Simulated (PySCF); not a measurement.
# NMR shielding calculation of CH₈FPSi₂

The run: NMR shielding calculation of CH₈FPSi₂. Method and program: GIAO PBE0/cc-pVTZ NMR shielding, non-relativistic, gas phase (PySCF 2.14.0).

The geometry comes from this level: PBE0-D3(BJ)/def2-SVP. Figures and captions count atoms from 1; the log counts them from 0 in places.

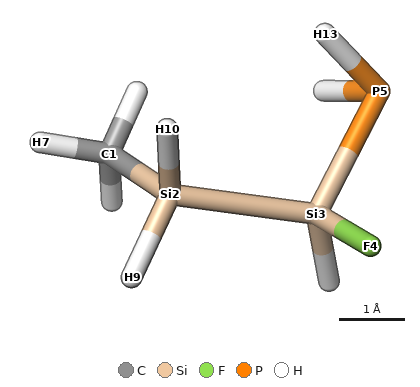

**Figure 1.** The structure as given in the input (stick view, seen at a tilt; atoms are numbered from 1 in the order of the input).

Summary

```csv
quantity,value
outcome,converged
total energy,−1062.739434 hartree
HOMO,−7.35 eV
LUMO,−0.56 eV
dipole moment,2.60 D
"isotropic shielding, C",198.5 ppm
"isotropic shielding, Si",329.0 to 427.9 ppm
"isotropic shielding, F",397.0 ppm
"isotropic shielding, P",581.3 ppm
"isotropic shielding, H",25.3 to 31.3 ppm
hardware,"1 CPU thread, shared host"
wall time,37 s
peak memory,1.1 GiB
```

Input file
```
{"job": {"kind": "nmr", "xc": "PBE0", "basis": "cc-pVTZ", "pop": true}, "charge": 0, "multiplicity": 1}
C      1.773172     0.487592     0.433087
Si     0.744479    -0.090712    -1.037093
Si    -1.259285    -1.016875    -0.255299
F     -2.179518    -1.468980    -1.530293
P     -2.465968     0.431017     0.997708
H      1.221597     1.233611     1.025277
H      2.711772     0.948609     0.089663
H      2.028996    -0.355415     1.092563
H      1.505532    -1.084370    -1.857947
H      0.387968     1.069954    -1.913614
H     -1.042893    -2.225513     0.598873
H     -1.448345     0.451198     2.004200
H     -1.970362     1.602297     0.344250
```

The first line tells a small driver script what to run in PySCF; the rest is the geometry in Å.

Command:
```bash
OMP_NUM_THREADS=1 python <driver script> task.json out
```

The program's output
```
coarse grid: 12008 points
cycle   1  E = -1062.6577814646  dE = -1.023e-02  |g| = 6.145e-01  |ddm| = 6.260e+00
cycle   2  E = -1062.5673559194  dE =  9.043e-02  |g| = 9.884e-01  |ddm| = 1.834e+00
cycle   3  E = -1062.7252549473  dE = -1.579e-01  |g| = 7.982e-02  |ddm| = 1.072e+00
cycle   4  E = -1062.7262871698  dE = -1.032e-03  |g| = 3.609e-02  |ddm| = 1.651e-01
cycle   5  E = -1062.7265909441  dE = -3.038e-04  |g| = 4.287e-03  |ddm| = 5.924e-02
cycle   6  E = -1062.7265962539  dE = -5.310e-06  |g| = 1.435e-03  |ddm| = 9.954e-03
final grid: 101568 points
cycle   7  E = -1062.7394239637  dE = -4.537e-05  |g| = 6.386e-03  |ddm| = 8.050e-02
cycle   8  E = -1062.7394199939  dE =  3.970e-06  |g| = 7.354e-03  |ddm| = 2.285e-02
cycle   9  E = -1062.7394341454  dE = -1.415e-05  |g| = 4.806e-04  |ddm| = 1.238e-02
cycle  10  E = -1062.7394342007  dE = -5.533e-08  |g| = 1.187e-04  |ddm| = 9.714e-04
cycle  11  E = -1062.7394342046  dE = -3.832e-09  |g| = 3.100e-05  |ddm| = 2.795e-04
cycle  12  E = -1062.7394342049  dE = -3.497e-10  |g| = 8.332e-06  |ddm| = 7.145e-05
```

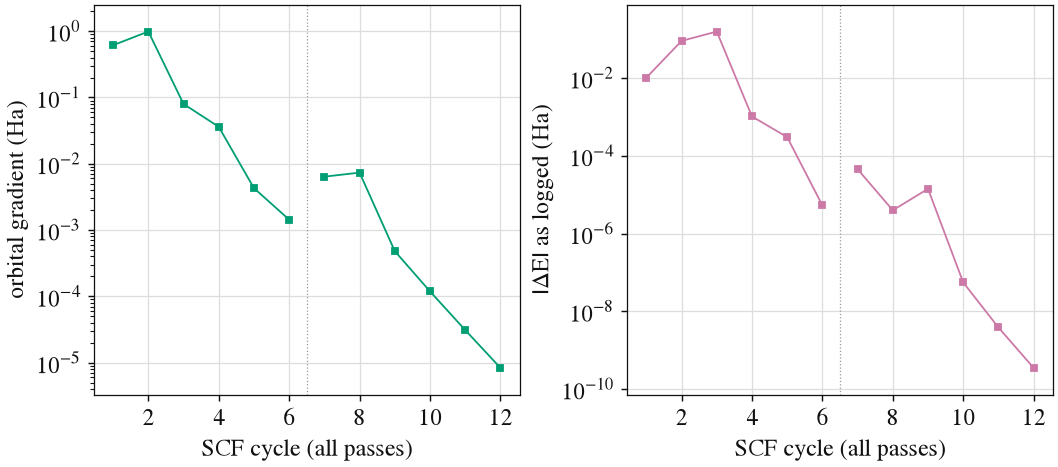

**Figure 2.** Convergence of the self-consistent field: orbital gradient and size of the energy change against the SCF cycle. The dotted line marks the change from a coarse to the final integration grid. The first 6 cycles use a coarse grid, the final grid takes over at cycle 7, and the field converges after 12 cycles in all.

```
converged SCF energy = -1062.7394342049

GIAO shielding tensors (ppm)
atom      isotropic    diamagn.    paramagn.     s11        s22        s33       span
  0 C      198.453     244.127     -45.674    191.816    199.141    204.402     12.586
  1 Si     427.875     888.613    -460.737    410.979    414.456    458.191     47.211
  2 Si     328.994     884.115    -555.121    237.972    310.785    438.223    200.251
  3 F      397.048     462.735     -65.687    364.255    395.784    431.105     66.850
  4 P      581.297     968.589    -387.292    523.446    586.180    634.264    110.817
  5 H       31.217      31.196       0.022     26.168     30.036     37.448     11.281
  6 H       30.873      28.898       1.974     26.268     27.573     38.777     12.510
  7 H       31.286      30.306       0.981     26.972     28.691     38.197     11.225
  8 H       27.050      29.855      -2.805     23.952     25.005     32.193      8.242
  9 H       27.318      30.761      -3.443     24.796     25.466     31.692      6.896
 10 H       25.258      29.239      -3.982     22.860     24.631     28.282      5.422
 11 H       29.922      31.553      -1.631     25.924     27.592     36.250     10.325
 12 H       29.340      31.622      -2.282     25.384     27.384     35.253      9.869
```

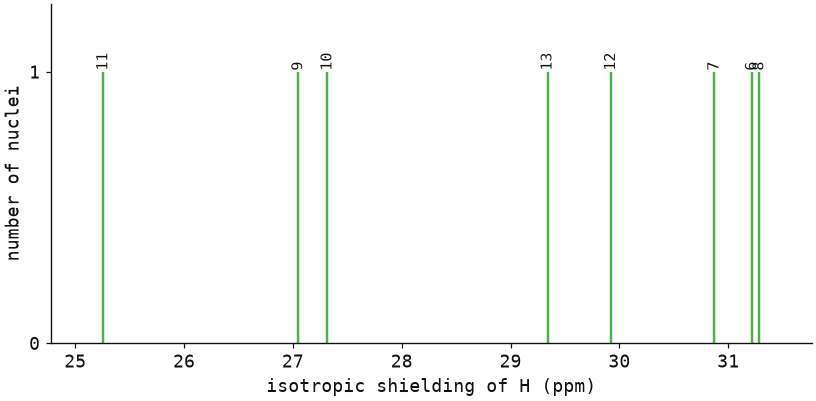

**Figure 3.** Isotropic shieldings of the hydrogen nuclei in this fixed geometry, labelled by atom number; shielding grows to the right, so chemical shift grows to the left. The least shielded is H11 (25.3 ppm), the most shielded H8 (31.3 ppm).

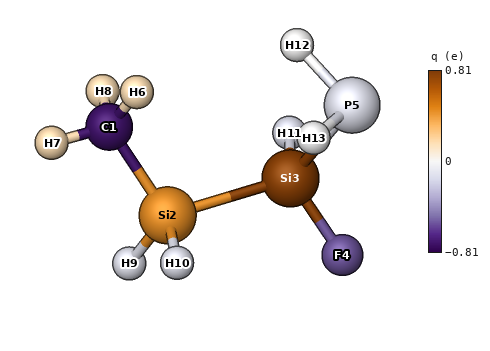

**Figure 4.** IAO charges, as the colour of each atom (ball-and-stick view, seen at a tilt; atoms are numbered from 1 in the order of the input). By element: C −0.72, Si +0.44 to +0.77, F −0.54, P −0.11 and H −0.13 to +0.17 e.
